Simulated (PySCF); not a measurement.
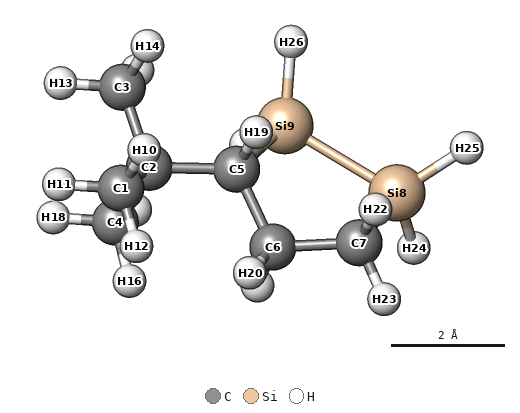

**Figure 1.** The input geometry of the first run (ball-and-stick view, seen at a tilt; atoms are numbered from 1 in the order of the input).

# C7H18Si2: a changed input and its effect

System: C7H18Si2.
Method of the first run: GIAO CAM-B3LYP/pcSseg-1 NMR shielding, non-relativistic, gas phase (PySCF 2.14.0).

The geometry comes from this level: PBE0-D3(BJ)/def2-SVP. Text and figures count atoms from 1; the logs count them from 0 in places.

**Input file, the first run**
```
{"job": {"kind": "nmr", "xc": "CAM-B3LYP", "basis": "pcSseg-1", "pop": false}, "charge": 0, "multiplicity": 1}
C     -1.726409    -1.488620    -0.461517
C     -1.278784    -0.025565    -0.354586
C     -2.223442     0.692578     0.613249
C     -1.381638     0.630572    -1.733937
C      0.167645     0.046726     0.200904
C      1.256511    -0.577017    -0.692530
C      2.630665    -0.599677    -0.009748
Si     3.053207     1.168596     0.567462
Si     0.800994     1.776799     0.754129
H     -1.666805    -1.992886     0.516334
H     -2.770656    -1.549858    -0.807399
H     -1.111838    -2.057738    -1.174410
H     -3.270146     0.594306     0.284491
H     -2.148116     0.272113     1.629018
H     -1.998820     1.769897     0.677276
H     -0.778249     0.099335    -2.484682
H     -1.047322     1.679406    -1.709704
H     -2.425694     0.621937    -2.084838
H      0.168872    -0.526206     1.150756
H      0.968534    -1.602040    -0.981357
H      1.332477    -0.009559    -1.637628
H      2.598533    -1.254948     0.878240
H      3.403599    -1.010642    -0.678181
H      3.789191     1.926352    -0.493882
H      3.871414     1.198066     1.819393
H      0.335882     2.145637     2.126590
H      0.404287     2.877295    -0.180999
```

The first line tells a small driver script what to run in PySCF; the rest is the geometry in Å.

Launched with:
```bash
OMP_NUM_THREADS=1 python <driver script> task.json out
```

Hardware: 1 CPU thread, shared host.

**Output (the first run)**
```
coarse grid: 22016 points
cycle   1  E = -856.2362380174  dE =  7.995e-01  |g| = 4.040e-01  |ddm| = 4.414e+00
cycle   2  E = -856.2530243239  dE = -1.679e-02  |g| = 3.436e-01  |ddm| = 6.531e-01
cycle   3  E = -856.2831201101  dE = -3.010e-02  |g| = 4.539e-02  |ddm| = 3.571e-01
cycle   4  E = -856.2835926446  dE = -4.725e-04  |g| = 2.514e-02  |ddm| = 7.834e-02
cycle   5  E = -856.2837481845  dE = -1.555e-04  |g| = 2.635e-03  |ddm| = 2.722e-02
cycle   6  E = -856.2837498291  dE = -1.645e-06  |g| = 8.906e-04  |ddm| = 3.892e-03
final grid: 199008 points
cycle   7  E = -856.3556307988  dE = -4.798e-05  |g| = 5.055e-03  |ddm| = 2.882e-02
cycle   8  E = -856.3556315726  dE = -7.738e-07  |g| = 4.804e-03  |ddm| = 9.729e-03
cycle   9  E = -856.3556375014  dE = -5.929e-06  |g| = 3.636e-04  |ddm| = 4.712e-03
cycle  10  E = -856.3556375273  dE = -2.590e-08  |g| = 2.036e-04  |ddm| = 6.648e-04
cycle  11  E = -856.3556375372  dE = -9.969e-09  |g| = 3.827e-05  |ddm| = 2.354e-04
cycle  12  E = -856.3556375376  dE = -3.552e-10  |g| = 9.070e-06  |ddm| = 5.082e-05
converged SCF energy = -856.3556375376

GIAO shielding tensors (ppm)
atom      isotropic    diamagn.    paramagn.     s11        s22        s33       span
  0 C      149.795     247.022     -97.227    125.691    140.254    183.440     57.748
  1 C      150.363     240.398     -90.035    145.960    147.648    157.481     11.521
  2 C      145.946     247.596    -101.650    125.165    134.062    178.612     53.447
  3 C      157.619     247.196     -89.577    144.702    145.609    182.545     37.843
  4 C      138.220     254.607    -116.388    116.973    128.803    168.883     51.911
  5 C      153.943     247.977     -94.034    136.378    161.047    164.406     28.028
  6 C      171.688     250.052     -78.364    156.648    165.433    192.985     36.336
  7 Si     407.469     880.145    -472.675    374.835    387.190    460.383     85.548
  8 Si     413.278     881.965    -468.687    384.984    392.658    462.193     77.209
  9 H       30.594      31.877      -1.283     27.043     28.034     36.705      9.661
 10 H       30.394      31.194      -0.799     26.460     27.763     36.960     10.500
 11 H       29.793      32.158      -2.365     24.933     29.385     35.061     10.129
 12 H       30.331      31.065      -0.734     26.283     27.723     36.988     10.704
 13 H       30.288      31.843      -1.555     26.836     28.051     35.977      9.142
 14 H       30.103      31.727      -1.625     25.449     29.926     34.932      9.483
 15 H       30.419      32.203      -1.784     25.849     29.636     35.772      9.923
 16 H       30.179      32.170      -1.991     25.213     29.789     35.533     10.320
 17 H       30.658      31.138      -0.480     26.788     27.973     37.213     10.425
 18 H       30.924      36.689      -5.765     27.616     31.583     33.574      5.958
 19 H       29.243      33.567      -4.324     22.070     30.821     34.840     12.770
 20 H       30.387      34.096      -3.709     25.043     31.323     34.795      9.752
 21 H       30.905      31.201      -0.296     25.889     28.826     38.001     12.111
 22 H       30.029      28.426       1.603     24.428     27.509     38.152     13.724
 23 H       27.643      28.759      -1.116     24.495     24.743     33.690      9.195
 24 H       27.528      28.395      -0.867     24.209     24.645     33.730      9.520
 25 H       27.660      30.211      -2.551     23.631     25.998     33.351      9.719
 26 H       27.585      30.622      -3.037     23.541     26.879     32.336      8.795
```

The second run used a changed input.

**The two runs side by side**

```csv
quantity,the first run,the second run
outcome,converged,converged
total energy (hartree),−856.355638,−855.929913
HOMO (eV),−8.60,−7.35
LUMO (eV),1.37,0.31
dipole moment (D),1.01,1.16
shielding of C1 (ppm),149.8,152.1
shielding of C2 (ppm),150.4,152.1
shielding of C3 (ppm),145.9,147.8
shielding of C4 (ppm),157.6,159.8
shielding of C5 (ppm),138.2,139.8
shielding of Si8 (ppm),407.5,415.8
shielding of Si9 (ppm),413.3,423.8
SCF iterations,12,13
basis functions,257,257
wall time (shared host),81 s,56 s
```

What was changed in the input?

The change (lines with − go, lines with + come):
```diff
-"xc": "CAM-B3LYP"
+"xc": "PBE0"
-"pop": false
```

The total energies belong to different methods, so their difference says nothing on which is more stable or more accurate. The HOMO goes from −8.60 to −7.35 eV. The LUMO goes from 1.37 to 0.31 eV. The dipole moment goes from 1.01 to 1.16 D. Of all shieldings, the largest change is that of Si9, by +10.6 ppm. The functional changes from CAM-B3LYP to PBE0. The SCF takes 13 iterations against 12.

**Output, shortened to warnings, some set-up lines, iterations and results (the second run)**
```
coarse grid: 22016 points
[...]
cycle   1  E = -855.8035302872  dE =  5.377e-01  |g| = 5.002e-01  |ddm| = 4.454e+00
cycle   2  E = -855.7689005165  dE =  3.463e-02  |g| = 6.149e-01  |ddm| = 1.121e+00
cycle   3  E = -855.8716154528  dE = -1.027e-01  |g| = 6.430e-02  |ddm| = 7.262e-01
cycle   4  E = -855.8724927732  dE = -8.773e-04  |g| = 3.097e-02  |ddm| = 1.132e-01
cycle   5  E = -855.8727263205  dE = -2.335e-04  |g| = 4.810e-03  |ddm| = 3.311e-02
cycle   6  E = -855.8727315017  dE = -5.181e-06  |g| = 1.692e-03  |ddm| = 6.640e-03
cycle   7  E = -855.9298831516  dE = -8.783e-05  |g| = 1.068e-02  |ddm| = 5.178e-02
cycle   8  E = -855.9298635846  dE =  1.957e-05  |g| = 1.357e-02  |ddm| = 2.452e-02
cycle   9  E = -855.9299131617  dE = -4.958e-05  |g| = 1.043e-03  |ddm| = 1.517e-02
cycle  10  E = -855.9299134055  dE = -2.438e-07  |g| = 4.182e-04  |ddm| = 1.811e-03
cycle  11  E = -855.9299134476  dE = -4.218e-08  |g| = 6.915e-05  |ddm| = 4.254e-04
cycle  12  E = -855.9299134486  dE = -1.001e-09  |g| = 2.771e-05  |ddm| = 9.453e-05
cycle  13  E = -855.9299134488  dE = -1.828e-10  |g| = 2.728e-06  |ddm| = 2.660e-05
converged SCF energy = -855.9299134488

GIAO shielding tensors (ppm)
atom      isotropic    diamagn.    paramagn.     s11        s22        s33       span
  0 C      152.105     248.086     -95.982    128.630    142.689    184.994     56.364
  1 C      152.106     241.174     -89.068    147.470    149.204    159.644     12.174
  2 C      147.849     248.719    -100.871    126.840    136.550    180.156     53.316
  3 C      159.757     248.190     -88.433    147.024    148.096    184.150     37.126
  4 C      139.761     254.526    -114.765    118.198    129.981    171.104     52.906
  5 C      155.343     248.612     -93.269    137.218    162.381    166.429     29.211
  6 C      172.899     250.540     -77.642    157.873    166.063    194.759     36.886
  7 Si     415.777     880.453    -464.676    381.978    396.422    468.930     86.952
  8 Si     423.834     882.157    -458.322    395.445    404.024    472.034     76.589
  9 H       30.532      31.786      -1.254     26.932     27.926     36.737      9.806
 10 H       30.312      31.398      -1.086     26.307     27.624     37.006     10.699
 11 H       29.722      32.048      -2.326     24.782     29.274     35.109     10.326
 12 H       30.259      31.290      -1.032     26.137     27.590     37.049     10.912
 13 H       30.204      31.774      -1.570     26.703     27.945     35.963      9.260
 14 H       30.016      31.648      -1.633     25.285     29.866     34.896      9.611
 15 H       30.345      32.094      -1.750     25.698     29.531     35.805     10.107
 16 H       30.101      32.044      -1.944     25.052     29.737     35.513     10.461
 17 H       30.602      31.341      -0.739     26.702     27.851     37.252     10.550
 18 H       30.712      36.254      -5.542     27.399     31.302     33.434      6.035
 19 H       29.125      33.358      -4.233     21.844     30.656     34.876     13.033
 20 H       30.279      33.850      -3.570     24.884     31.172     34.782      9.898
 21 H       30.754      30.934      -0.180     25.636     28.619     38.006     12.370
 22 H       29.856      28.512       1.343     24.090     27.306     38.171     14.081
 23 H       27.466      28.684      -1.218     24.243     24.527     33.627      9.384
 24 H       27.355      28.394      -1.038     23.975     24.433     33.659      9.683
 25 H       27.505      30.060      -2.555     23.397     25.815     33.301      9.904
 26 H       27.425      30.428      -3.003     23.291     26.714     32.270      8.980
```
